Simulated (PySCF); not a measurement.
# C6H6 (Benzvalene) at 6 levels

We compute a comparison of 6 runs (BLYP/cc-pVDZ, M06-L/cc-pVDZ, PBE/cc-pVDZ, PBE0/cc-pVDZ, TPSS/cc-pVDZ, revPBE/cc-pVDZ) of C6H6 (Benzvalene). 

The results are computed with PySCF 2.14.0.

2 further runs of the same task are left out: 2 set aside as unsound or not needed.

### Step 1. The molecule

The species is C6H6 (12 atoms), meant as a singlet with charge 0. SMILES: `C1=CC2C3C1C23`. The C4–H10 distance was set to 1.391 Å, away from the relaxed value.

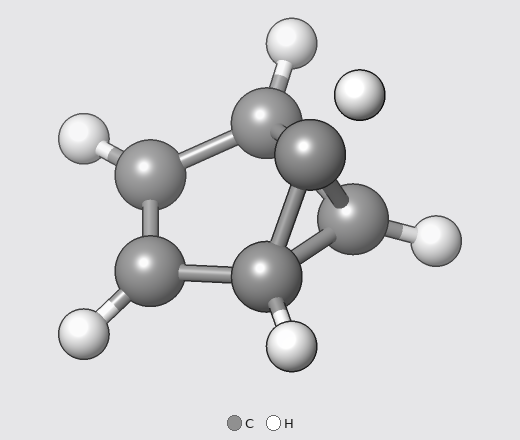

Viewed from a chosen angle; carbon grey, hydrogen white.

### Step 2. A single-point energy at BLYP/cc-pVDZ (run 1)

Contents of input.py:

```python
from pyscf import gto, dft

mol = gto.M(
    atom='''
C     -0.783854    -1.352691    -0.512451
C     -0.342044    -1.429491     0.739459
C      0.132446    -0.059461     1.079049
C      0.632386     0.610919    -0.185981
C     -0.574954     0.063609    -0.922321
C     -0.693824     0.948199     0.303559
H     -1.208184    -2.110481    -1.140771
H     -0.308894    -2.266851     1.407929
H      0.550126     0.179979     2.045319
H      1.770030     1.326540    -0.544110
H     -0.845674     0.422469    -1.903871
H     -1.215214     1.850799     0.543219
''',
    verbose=3,
    basis='cc-pvdz',
    max_memory=1860,
)

mf = dft.RKS(mol)
mf.xc = 'blyp'
mf.grids.level = 5
mf.conv_tol = 1e-10
mf.kernel()
if not mf.converged:
    mf = mf.newton().run(mf.mo_coeff, mf.mo_occ)

e_final = mf.e_tot
print('Final energy', e_final)
```

On the command line:

```bash
$ OMP_NUM_THREADS=1 python input.py
```

What it wrote:

```text
converged SCF energy = -231.977957585507
Final energy -231.9779575855074
```

It took 42 s on 1 thread of Intel Xeon at 2.70GHz, shared host; peak memory 0.62 GiB.

### Step 3. A single-point energy at M06-L/cc-pVDZ (run 2)

Contents of run.py:

```python
from pyscf import gto, dft

system = gto.M(
    atom=[
    ('C', (-0.783854, -1.352691, -0.512451)),
    ('C', (-0.342044, -1.429491, 0.739459)),
    ('C', (0.132446, -0.059461, 1.079049)),
    ('C', (0.632386, 0.610919, -0.185981)),
    ('C', (-0.574954, 0.063609, -0.922321)),
    ('C', (-0.693824, 0.948199, 0.303559)),
    ('H', (-1.208184, -2.110481, -1.140771)),
    ('H', (-0.308894, -2.266851, 1.407929)),
    ('H', (0.550126, 0.179979, 2.045319)),
    ('H', (1.770030, 1.326540, -0.544110)),
    ('H', (-0.845674, 0.422469, -1.903871)),
    ('H', (-1.215214, 1.850799, 0.543219)),
],
    basis='cc-pvdz',
    verbose=3,
    max_memory=1860,
    charge=0,
)

mf = dft.RKS(system, xc='m06-l')
mf.grids.level = 5
mf.conv_tol = 1e-10
mf.kernel()
if not mf.converged:
    mf = mf.newton().run(mf.mo_coeff, mf.mo_occ)

etot = mf.e_tot
print(f'total energy: {etot:.8f} hartree')
```

On the command line:

```bash
$ OMP_NUM_THREADS=1 python run.py
```

What it wrote:

```text
converged SCF energy = -232.08880324048
total energy: -232.08880324 hartree
```

It took 85 s on 1 thread of Intel Xeon at 2.70GHz, shared host; peak memory 0.68 GiB.

Runs 3 to 4 aren't shown in full; the table further down has their settings and results.

### Step 4. The energy at TPSS/cc-pVDZ (run 5)

Contents of job.py:

```python
from pyscf import gto, dft

mol = gto.M(
    atom='''
C       -0.783854      -1.352691      -0.512451
C       -0.342044      -1.429491       0.739459
C        0.132446      -0.059461       1.079049
C        0.632386       0.610919      -0.185981
C       -0.574954       0.063609      -0.922321
C       -0.693824       0.948199       0.303559
H       -1.208184      -2.110481      -1.140771
H       -0.308894      -2.266851       1.407929
H        0.550126       0.179979       2.045319
H        1.770030       1.326540      -0.544110
H       -0.845674       0.422469      -1.903871
H       -1.215214       1.850799       0.543219
''',
    spin=0,
    basis='cc-pvdz',
    verbose=3,
    charge=0,
    max_memory=1860,
)

myscf = dft.RKS(mol, xc='tpss')
myscf.grids.level = 5
myscf.conv_tol = 1e-10
myscf.kernel()
if not myscf.converged:
    myscf = myscf.newton().run(myscf.mo_coeff, myscf.mo_occ)

energy = myscf.e_tot
print('E = %.10f Eh' % energy)
```

On the command line:

```bash
$ OMP_NUM_THREADS=1 python job.py
```

What it wrote:

```text
converged SCF energy = -232.1595147191
E = -232.1595147191 Eh
```

It took 73 s on 1 thread of Intel Xeon at 2.70GHz, shared host; peak memory 0.68 GiB.

### Step 5. A single-point energy at revPBE/cc-pVDZ (run 6)

Contents of input.py:

```python
from pyscf import gto, dft

mol = gto.Mole()
mol.atom = [
    ('C', (-0.783854, -1.352691, -0.512451)),
    ('C', (-0.342044, -1.429491, 0.739459)),
    ('C', (0.132446, -0.059461, 1.079049)),
    ('C', (0.632386, 0.610919, -0.185981)),
    ('C', (-0.574954, 0.063609, -0.922321)),
    ('C', (-0.693824, 0.948199, 0.303559)),
    ('H', (-1.208184, -2.110481, -1.140771)),
    ('H', (-0.308894, -2.266851, 1.407929)),
    ('H', (0.550126, 0.179979, 2.045319)),
    ('H', (1.770030, 1.326540, -0.544110)),
    ('H', (-0.845674, 0.422469, -1.903871)),
    ('H', (-1.215214, 1.850799, 0.543219)),
]
mol.spin = 0
mol.verbose = 3
mol.basis = 'cc-pvdz'
mol.max_memory = 1860
mol.charge = 0
mol.build()

mf = dft.RKS(mol)
mf.xc = 'revpbe'
mf.grids.level = 5
mf.conv_tol = 1e-10
mf.kernel()
if not mf.converged:
    mf = mf.newton().run(mf.mo_coeff, mf.mo_occ)

energy = mf.e_tot
print(f'total energy: {energy:.8f} hartree')
```

On the command line:

```bash
$ OMP_NUM_THREADS=1 python input.py
```

What it wrote:

```text
converged SCF energy = -232.049733162397
total energy: -232.04973316 hartree
```

Run time: 49 s. Hardware: 1 thread of Intel Xeon at 2.70GHz, shared host; peak memory 0.62 GiB.

### Step 6. All runs side by side

```
run           level  energy (Eh)  dipole moment (D)  HOMO energy (eV)  LUMO energy (eV)  wall time
  1    BLYP/cc-pVDZ  -231.977958               0.64             -4.93             -0.37       42 s
  2   M06-L/cc-pVDZ  -232.088803               0.71             -5.27             -0.31       85 s
  3     PBE/cc-pVDZ  -231.802346               0.68             -5.10             -0.55       44 s
  4    PBE0/cc-pVDZ  -231.832831               0.71             -6.20              0.48       47 s
  5    TPSS/cc-pVDZ  -232.159515               0.66             -5.11             -0.35       73 s
  6  revPBE/cc-pVDZ  -232.049733               0.67             -5.06             -0.47       49 s
```

### Step 7. Outcome

| quantity | value |
| --- | --- |
| run 6: total energy | -232.04973 Eh |
| run 6: dipole moment | 0.67 D |
| run 6: HOMO energy | -5.06 eV |
| run 6: LUMO energy | -0.47 eV |
| run 6: HOMO–LUMO gap | 4.58 eV |

**Reading.** The dipole moment (its size) runs from 0.64 D (BLYP/cc-pVDZ) to 0.71 D (M06-L/cc-pVDZ). The HOMO–LUMO gap runs from 4.55 eV (PBE/cc-pVDZ) to 6.67 eV (PBE0/cc-pVDZ). Totals of different functionals can't be ranked against each other. All runs together took 5.7 min, the longest 85 s.
